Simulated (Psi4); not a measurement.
# SF2 (sulfur difluoride), step by step, part 2 of 2

Psi4 1.11. The steps go on from the part before.

## (4) A single-point energy at MP2-F12/cc-pVDZ-F12 (density fitting, density fitting for correlation) (run 3)

input.inp reads:

```
memory 1600 MB

molecule {
  0 1
  F      0.444793     1.128289     0.369267
  S     -0.605767     0.127325    -0.317228
  F      0.163543    -1.256148    -0.050689
  units angstrom
}

set {
  freeze_core true
}

e, wfn = energy("mp2-f12/cc-pVDZ-F12", return_wfn=True)
print_variables()
```

On the command line:

```bash
$ psi4 -n 1 input.inp input.out
```

input.out (excerpt; [...] marks lines left out):

```text
[...]
  Running in cs symmetry.
[...]
  Nuclear repulsion =  112.524977731252591
[...]
  Multiplicity = 1
[...]
  Nalpha       = 17
  Nbeta        = 17
[...]
    Number of basis functions: 99
[...]
   @DF-RHF iter   1:  -596.38108203869569   -4.53976e-01   5.23694e-03 DIIS/ADIIS
[...]
   @DF-RHF iter  11:  -596.43579075224693   -3.18323e-12   4.04809e-09 DIIS
[...]
    Orbital Energies [Eh]
    ---------------------
    Doubly Occupied:
       1Ap   -92.125233     2Ap   -26.351135     3Ap   -26.351124
       4Ap    -9.112017     5Ap    -6.793137     6Ap    -6.791399
       1App   -6.787634     7Ap    -1.670680     8Ap    -1.631236
       9Ap    -0.991279    10Ap    -0.773699    11Ap    -0.749019
       2App   -0.746918     3App   -0.703996    12Ap    -0.671185
      13Ap    -0.606948     4App   -0.403827
[...]
  @DF-RHF Final Energy:  -596.43579075224693
   => Energetics <=
    Nuclear Repulsion Energy =            112.5249777312525907
    One-Electron Energy =               -1051.4006045793494195
    Two-Electron Energy =                 342.4398360958498415
    Total Energy =                       -596.4357907522469304
[...]
 Multipole Moments:
 ------------------------------------------------------------------------------------
     Multipole            Electronic (a.u.)      Nuclear  (a.u.)        Total (a.u.)
 ------------------------------------------------------------------------------------
 L = 1.  Multiply by 2.5417464519 to convert [e a0] to [Debye]
 Dipole X            :          0.3246529           -0.9001082           -0.5754553
 Dipole Y            :         -0.0607499            0.1684275            0.1076776
 Dipole Z            :          0.0000000            0.0000000            0.0000000
 Magnitude           :                                                    0.5854428
[...]
```

Run time: 29 s. Hardware: 1 thread of AMD EPYC 7B13 (Zen 3), shared host; peak memory 1.5 GiB.

## (5) The excited states at TD-B3LYP/def2-TZVP (density fitting, save jk yes) (run 4)

input.in reads:

```
memory 1600 mb

molecule {
  0 1
  F
  S 1 R2
  F 2 R3 1 A3

  R2 = 1.605267
  R3 = 1.605266
  A3 = 98.78642
}

set {
  basis def2-TZVP
  save_jk true
}

from psi4.driver.procrouting.response.scf_response import tdscf_excitations
e_tot, wfn = energy('b3lyp', return_wfn=True)
states = tdscf_excitations(wfn, states=4, tda=False)
```

On the command line:

```bash
$ psi4 input.in input.out -n 1
```

input.out:

```text
Psi4 1.11 release

   => Loading Basis Set <=

    Name: DEF2-TZVP
    Role: ORBITAL
    Keyword: BASIS

         ---------------------------------------------------------
                                   SCF
                              RKS Reference
                        1 Threads,   1525 MiB Core
         ---------------------------------------------------------

  ==> Geometry <==

    Molecular point group: cs
    Full point group: Cs

    Geometry (in Angstrom), charge = 0, multiplicity = 1:

       Center              X                  Y                   Z               Mass
    ------------   -----------------  -----------------  -----------------  -----------------
         F           -0.430757100807     1.235974681945     0.000000000000    18.998403162730
         S           -0.430757100807    -0.369292318055     0.000000000000    31.972071174400
         F            1.155670482626    -0.614499278150     0.000000000000    18.998403162730

  Running in cs symmetry.

  Rotational constants: A =      0.88942  B =      0.29871  C =      0.22361 [cm^-1]
  Rotational constants: A =  26664.23916  B =   8955.09255  C =   6703.68359 [MHz]
  Nuclear repulsion =  112.524956546720176

  Charge       = 0
  Multiplicity = 1
  Electrons    = 34
  Nalpha       = 17
  Nbeta        = 17

  ==> Algorithm <==

  SCF Algorithm Type is DF.
  DIIS enabled.
  MOM disabled.
  Fractional occupation disabled.
  Guess Type is SAD.
  Energy threshold   = 1.00e-06
  Density threshold  = 1.00e-06
  Integral threshold = 1.00e-12

  ==> Primary Basis <==

  Basis Set: DEF2-TZVP
    Blend: DEF2-TZVP
    Number of shells: 35
    Number of basis functions: 99
    Number of Cartesian functions: 114
    Spherical Harmonics?: true
    Max angular momentum: 3

  ==> DFT Potential <==

   => LibXC <=

    Version 7.1.2

   => Composite Functional: B3LYP <=

    B3LYP Hyb-GGA Exchange-Correlation Functional

    Deriv               =              1
    GGA                 =           TRUE
    Meta                =          FALSE

    Exchange Hybrid     =           TRUE
    MP2 Hybrid          =          FALSE

   => Exchange Functionals <=

    0.0800   Slater exchange
    0.7200         Becke 88

   => Exact (HF) Exchange <=

    0.2000               HF

   => Correlation Functionals <=

    0.1900   Vosko, Wilk & Nusair (VWN5_RPA)
    0.8100   Lee, Yang & Parr

   => LibXC Density Thresholds  <==

    XC_HYB_GGA_XC_B3LYP:  1.00E-15

   => Molecular Quadrature <=

    Radial Scheme          =       TREUTLER
    Pruning Scheme         =           NONE
    Nuclear Scheme         =       TREUTLER

    Blocking Scheme        =         OCTREE
    BS radius alpha        =              1
    Pruning alpha          =              1
    Radial Points          =             75
    Spherical Points       =            302
    Total Points           =          65233
    Total Blocks           =            545
    Max Points             =            256
    Max Functions          =             97
    Weights Tolerance      =       1.00E-15

   => Loading Basis Set <=

    Name: (DEF2-TZVP AUX)
    Role: JKFIT
    Keyword: DF_BASIS_SCF

  ==> Integral Setup <==

  DFHelper Memory: AOs need 0.023 GiB; user supplied 0.972 GiB.
  SCF_SUBTYPE=INCORE selected. In-core MEM_DF algorithm will be used.
  Using in-core AOs.

  ==> MemDFJK: Density-Fitted J/K Matrices <==

    J tasked:                   Yes
    K tasked:                   Yes
    wK tasked:                   No
    Memory [MiB]:               995
    Algorithm:                 Core
    Schwarz Cutoff:           1E-12
    Mask sparsity (%):       1.8365
    Fitting Condition:        1E-10

   => Auxiliary Basis Set <=

  Basis Set: (DEF2-TZVP AUX)
    Blend: DEF2-UNIVERSAL-JKFIT
    Number of shells: 88
    Number of basis functions: 282
    Number of Cartesian functions: 341
    Spherical Harmonics?: true
    Max angular momentum: 4

  Cached 100.0% of DFT collocation blocks in 0.145 [GiB].

  Minimum eigenvalue in the overlap matrix is 4.9648063618E-03.
  Reciprocal condition number of the overlap matrix is 1.1825196278E-03.
    Using symmetric orthogonalization.

  ==> Pre-Iterations <==

  SCF Guess: Superposition of Atomic Densities via on-the-fly atomic UHF (no occupation information).

   -------------------------
    Irrep   Nso     Nmo
   -------------------------
     A'        67      67
     A"        32      32
   -------------------------
    Total      99      99
   -------------------------

  ==> Iterations <==

                           Total Energy        Delta E     RMS |[F,P]|

   @DF-RKS iter SAD:  -597.71701811542664   -5.97717e+02   0.00000e+00
   @DF-RKS iter   1:  -597.89232796382817   -1.75310e-01   6.55725e-03 ADIIS/DIIS
   @DF-RKS iter   2:  -597.80161212856501    9.07158e-02   9.53776e-03 ADIIS/DIIS
   @DF-RKS iter   3:  -597.94345512249436   -1.41843e-01   1.53255e-03 ADIIS/DIIS
   @DF-RKS iter   4:  -597.94718123847360   -3.72612e-03   1.20529e-04 ADIIS/DIIS
   @DF-RKS iter   5:  -597.94721246014205   -3.12217e-05   2.61512e-05 DIIS
   @DF-RKS iter   6:  -597.94721393893724   -1.47880e-06   3.18682e-06 DIIS
   @DF-RKS iter   7:  -597.94721396211457   -2.31773e-08   1.06522e-06 DIIS
   @DF-RKS iter   8:  -597.94721396499824   -2.88367e-09   1.39167e-07 DIIS
  Energy and wave function converged.

  ==> Post-Iterations <==

   Electrons on quadrature grid:
      Ntotal   =   33.9999900087 ; deviation = -9.991e-06

    Orbital Energies [Eh]
    ---------------------

    Doubly Occupied:

       1Ap   -88.998768     2Ap   -24.731438     3Ap   -24.731432
       4Ap    -8.062010     5Ap    -6.029312     6Ap    -6.025094
       1App   -6.010594     7Ap    -1.269848     8Ap    -1.231307
       9Ap    -0.744905    10Ap    -0.573754    11Ap    -0.529792
       2App   -0.513314     3App   -0.468463    12Ap    -0.454890
      13Ap    -0.438978     4App   -0.258994

    Virtual:

      14Ap    -0.076130    15Ap    -0.039526    16Ap     0.238111
       5App    0.246006    17Ap     0.252094    18Ap     0.323580
       6App    0.341298     7App    0.342492    19Ap     0.365521
      20Ap     0.398890    21Ap     0.438425    22Ap     0.531881
       8App    0.583909    23Ap     0.602999     9App    0.606922
      24Ap     0.642075    25Ap     0.701907    26Ap     0.857021
      27Ap     0.920381    10App    1.377171    28Ap     1.387870
      11App    1.388390    29Ap     1.389791    30Ap     1.458360
      31Ap     1.459579    12App    1.478464    13App    1.535557
      32Ap     1.540676    14App    1.547033    33Ap     1.700815
      34Ap     1.706901    15App    1.721568    16App    1.934256
      35Ap     1.992168    36Ap     2.002386    17App    2.107861
      37Ap     2.208594    38Ap     2.298869    39Ap     2.488620
      40Ap     2.497030    18App    2.509005    19App    2.558690
      41Ap     2.609489    42Ap     2.615498    20App    3.185788
      21App    3.196035    43Ap     3.220927    44Ap     3.264962
      45Ap     3.624493    46Ap     3.634266    47Ap     3.863663
      48Ap     4.210272    49Ap     6.783821    50Ap     6.788362
      22App    6.793464    51Ap     6.819291    23App    6.820492
      52Ap     6.820633    24App    6.821253    53Ap     6.830496
      54Ap     6.830733    25App    6.846595    26App    6.873614
      27App    6.907015    55Ap     6.927556    56Ap     6.952058
      28App    8.200093    57Ap     8.225955    58Ap     8.234831
      29App    8.235546    59Ap     8.418971    30App    8.477759
      31App    8.489011    60Ap     8.543381    61Ap     8.610243
      62Ap     8.694184    32App    8.700263    63Ap     9.056910
      64Ap     9.175972    65Ap    18.557856    66Ap    56.569588
      67Ap    56.614280

    Final Occupation by Irrep:
             Ap   App
    DOCC [    13,    4 ]
    NA   [    13,    4 ]
    NB   [    13,    4 ]

  @DF-RKS Final Energy:  -597.94721396499824

   => Energetics <=

    Nuclear Repulsion Energy =            112.5249565467201762
    One-Electron Energy =               -1051.9534836417403767
    Two-Electron Energy =                 379.0925732328659592
    DFT Exchange-Correlation Energy =     -37.6112601028440778
    Empirical Dispersion Energy =           0.0000000000000000
    VV10 Nonlocal Energy =                  0.0000000000000000
    Total Energy =                       -597.9472139649982410

Computation Completed

Properties will be evaluated at   0.000000,   0.000000,   0.000000 [a0]

Properties computed using the SCF density matrix

 Multipole Moments:

 ------------------------------------------------------------------------------------
     Multipole            Electronic (a.u.)      Nuclear  (a.u.)        Total (a.u.)
 ------------------------------------------------------------------------------------

 L = 1.  Multiply by 2.5417464519 to convert [e a0] to [Debye]
 Dipole X            :          0.3355896           -0.6952173           -0.3596278
 Dipole Y            :          0.2876987           -0.5960167           -0.3083180
 Dipole Z            :          0.0000000            0.0000000            0.0000000
 Magnitude           :                                                    0.4737005

 ------------------------------------------------------------------------------------

	total time  =          3 seconds =       0.05 minutes

******************************************************************************************
**********                               WARNING                                **********
**********       The names of excited state variables changed between 1.5       **********
**********     and 1.6. For a quick solution, remove the symmetry specifier     **********
**********   from the variable name. For full details, see 'Notes on Psivars'   **********
**********                        in the documentation.                         **********
******************************************************************************************

         ---------------------------------------------------------
                         TDSCF excitation energies
         ---------------------------------------------------------

  ==> Options <==

     Residual threshold  : 1.0000e-04
     Initial guess       : denominators
     Reference           : RHF
     Solver type         : RPA (Hamiltonian)

  ==> Requested Excitations <==

      2 singlet states with Ap symmetry
      2 singlet states with App symmetry

  ==> Seeking the lowest 2 singlet states with Ap symmetry

                        Generalized Hamiltonian Solver

  ==> Options <==

    Max number of iterations        = 60
    Eigenvector tolerance           = 1.0000e-04
    Max number of expansion vectors = 400

  => Iterations <=
                              Max[D[value]]     Max[|R|]   # vectors
  HamiltonianSolver iter   1:   3.37530e-01  2.09839e-01      8
  HamiltonianSolver iter   2:   1.00794e-02  7.72666e-02     12
  HamiltonianSolver iter   3:   5.58711e-04  2.54783e-02     16
  HamiltonianSolver iter   4:   3.87063e-05  5.57537e-03     20
  HamiltonianSolver iter   5:   2.05505e-06  1.83459e-03     24
  HamiltonianSolver iter   6:   1.81843e-07  4.46470e-04     28
  HamiltonianSolver iter   7:   1.18778e-08  1.06006e-04     32
  HamiltonianSolver iter   8:   5.30663e-10  3.08336e-05     34      Converged

  ==> Seeking the lowest 2 singlet states with App symmetry

                        Generalized Hamiltonian Solver

  ==> Options <==

    Max number of iterations        = 60
    Eigenvector tolerance           = 1.0000e-04
    Max number of expansion vectors = 400

  => Iterations <=
                              Max[D[value]]     Max[|R|]   # vectors
  HamiltonianSolver iter   1:   1.81791e-01  2.31174e-01      8
  HamiltonianSolver iter   2:   9.16877e-03  4.76671e-02     12
  HamiltonianSolver iter   3:   2.16902e-04  6.76828e-03     16
  HamiltonianSolver iter   4:   3.31054e-06  8.41063e-04     20
  HamiltonianSolver iter   5:   4.22003e-08  8.97758e-05     24      Converged

******************************************************************************************
**********                               WARNING                                **********
**********  Length-gauge rotatory strengths are **NOT** gauge-origin invariant  **********
******************************************************************************************

                                    Excitation Energy         Total Energy        Oscillator Strength             Rotatory Strength
     #   Sym: GS->ES (Trans)        au              eV              au          au (length)    au (velocity)    au (length)    au (velocity)
    ---- -------------------- --------------- --------------- --------------- --------------- --------------- --------------- ---------------
     1     Ap->App (1 App)     0.12295         3.34577        -597.82426       0.0000          0.0000          0.0000         -0.0000
     2     Ap->App (1 App)     0.17240         4.69128        -597.77481       0.0042          0.0016          0.0000         -0.0000
     3      Ap->Ap (1 Ap)      0.32260         8.77826        -597.62462       0.0049          0.0040          0.0000         -0.0000
     4      Ap->Ap (1 Ap)      0.32685         8.89406        -597.62036       0.0420          0.0450          0.0000         -0.0000

Contributing excitations and de-excitations
Only contributions with abs(coeff) > 1.00e-01 will be printed:

Excited State    1 (1 App):   0.12295 au   370.57 nm f = 0.0000
  Sums of squares: Xssq =  1.003871e+00; Yssq =  3.871289e-03; Xssq - Yssq =  1.000000e+00
      4app  ->  14ap     1.001001 (100.200%)

Excited State    2 (1 App):   0.17240 au   264.29 nm f = 0.0042
  Sums of squares: Xssq =  1.008243e+00; Yssq =  8.242787e-03; Xssq - Yssq =  1.000000e+00
      4app  ->  15ap    -0.999301 (99.860%)

Excited State    3 (1 Ap):   0.32260 au   141.24 nm f = 0.0049
  Sums of squares: Xssq =  1.000779e+00; Yssq =  7.788767e-04; Xssq - Yssq =  1.000000e+00
     12ap  ->  14ap    -0.990288 (98.067%)

Excited State    4 (1 Ap):   0.32685 au   139.40 nm f = 0.0420
  Sums of squares: Xssq =  1.003407e+00; Yssq =  3.406616e-03; Xssq - Yssq =  1.000000e+00
     11ap  ->  14ap     0.123921 ( 1.536%)
     12ap  ->  15ap     0.486727 (23.690%)
     13ap  ->  14ap     0.854755 (73.061%)
      4app  ->   6app    -0.101477 ( 1.030%)

******************************************************************************************
**********                               WARNING                                **********
**********       The names of excited state variables changed between 1.5       **********
**********     and 1.6. For a quick solution, remove the symmetry specifier     **********
**********   from the variable name. For full details, see 'Notes on Psivars'   **********
**********                        in the documentation.                         **********
******************************************************************************************

    Psi4 run time: 0:00:12.64
```

Run time: 14 s. Hardware: 1 thread of AMD EPYC 7B13 (Zen 3), shared host; peak memory 0.38 GiB.

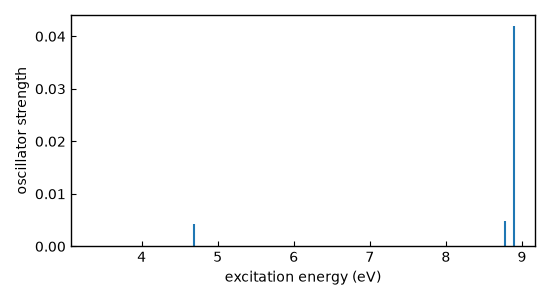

Vertical excitations as sticks.

The roots found:

| excited state | energy (eV) | strength | label |
| --- | --- | --- | --- |
| 1 | 3.346 | 0.0000 | App 1 |
| 2 | 4.691 | 0.0042 | App 1 |
| 3 | 8.778 | 0.0049 | Ap 1 |
| 4 | 8.894 | 0.0420 | Ap 1 |

## (6) Outcome

This closing draws on all 2 parts.

| quantity | value |
| --- | --- |
| run 1, B3LYP/def2-TZVP: total energy at the end | -597.94721 Eh |
| run 1, B3LYP/def2-TZVP: dipole moment | 1.20 D |
| run 1, B3LYP/def2-TZVP: HOMO energy | -7.05 eV |
| run 1, B3LYP/def2-TZVP: LUMO energy | -2.07 eV |
| run 1, B3LYP/def2-TZVP: HOMO–LUMO gap | 4.98 eV |
| run 2, B3LYP/def2-TZVP: lowest harmonic wavenumber | 342 cm⁻¹ |
| run 2, B3LYP/def2-TZVP: highest harmonic wavenumber | 826 cm⁻¹ |
| run 2, B3LYP/def2-TZVP: zero-point energy | 11.8 kJ/mol |
| run 2, B3LYP/def2-TZVP: ideal-gas entropy at 298.15 K (symmetry number 2 as used) | 61.7 cal/(mol K) |
| run 3, MP2-F12/cc-pVDZ-F12: total energy | -597.23643 Eh |
| run 3, MP2-F12/cc-pVDZ-F12: HOMO energy (Hartree–Fock orbitals) | -10.99 eV |
| run 3, MP2-F12/cc-pVDZ-F12: LUMO energy (Hartree–Fock orbitals) | 1.38 eV |
| run 3, MP2-F12/cc-pVDZ-F12: HOMO–LUMO gap (Hartree–Fock orbitals) | 12.37 eV |
| run 3, MP2-F12/cc-pVDZ-F12: correlation energy (7 core orbitals frozen) | -782.0 mEh |
| run 4, TD-B3LYP/def2-TZVP: ground-state or mean-field energy | -597.94721 Eh |
| run 4, TD-B3LYP/def2-TZVP: dipole moment (B3LYP Kohn–Sham density) | 1.20 D |
| run 4, TD-B3LYP/def2-TZVP: HOMO energy (B3LYP Kohn–Sham orbitals) | -7.05 eV |
| run 4, TD-B3LYP/def2-TZVP: LUMO energy (B3LYP Kohn–Sham orbitals) | -2.07 eV |
| run 4, TD-B3LYP/def2-TZVP: HOMO–LUMO gap (B3LYP Kohn–Sham orbitals) | 4.98 eV |
| run 4, TD-B3LYP/def2-TZVP: lowest excitation energy | 3.35 eV |

The optimisation (run 1, B3LYP/def2-TZVP) took 3 steps and changed the energy by -0.007 eV. All 3 modes (run 2, B3LYP/def2-TZVP) are real, so the shape is a minimum at this level. At B3LYP/def2-TZVP: Experiment gives 1.05 D for the dipole moment (NIST CCCBDB), so the computed value is 0.15 D (15 %) too high. The brightest of the 4 transitions from the ground state lies at 8.89 eV (139 nm, f = 0.042); the lowest, at 3.35 eV, has f = 0.000. Roots above 7.0 eV lie over the negative of the HOMO energy, where those of Rydberg kind are poorly described; valence roots are less touched.
